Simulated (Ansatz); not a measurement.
The cell of MgO in space group Fm-3m. Source of the atomic positions: the input geometry of an electronic-structure calculation (not necessarily at equilibrium).

Space group Fm-3m (No. 225). a = 4.211 Å, b = 4.211 Å, c = 4.211 Å, α = 90.00°, β = 90.00°, γ = 90.00°
```tsv
atom	site	symmetry	x	y	z
Mg	4a	m-3m	0.0000	0.0000	0.0000
O	4b	m-3m	0.5000	0.0000	0.0000
```

At each point the valence sum V of a Mg2+ ion is computed from the anions within 5 Å (s = exp((R0 − d)/b), R0 fitted to published crystal structures with b = 0.37 Å; R0: Mg2+–O 1.677 Å). The other Mg2+ ions are ignored. This is an empirical screen for pathways, not an energy calculation.

Question: Along which directions could Mg2+ move by this screen (counting the regions that come within 0.6 Å of a Mg site)?

Answer: From a mismatch of about 0.95 v.u. the regions form a three-dimensional network. These are grid estimates, good to about 0.1 v.u.

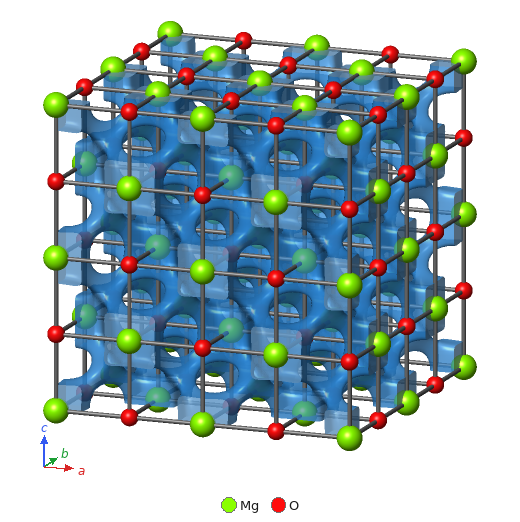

Bond-valence mismatch map for Mg2+ in MgO (Fm-3m, No. 225): the blue surface encloses the points where |V − 2| < 1.2 v.u. (2×2×2 cells, view slightly off an axis). Pale faces close the region where the drawn box cuts it. At this level they form a three-dimensional network.

Question: What is the valence sum at the Mg sites themselves?

Answer: 1.93 v.u., against the formal 2.
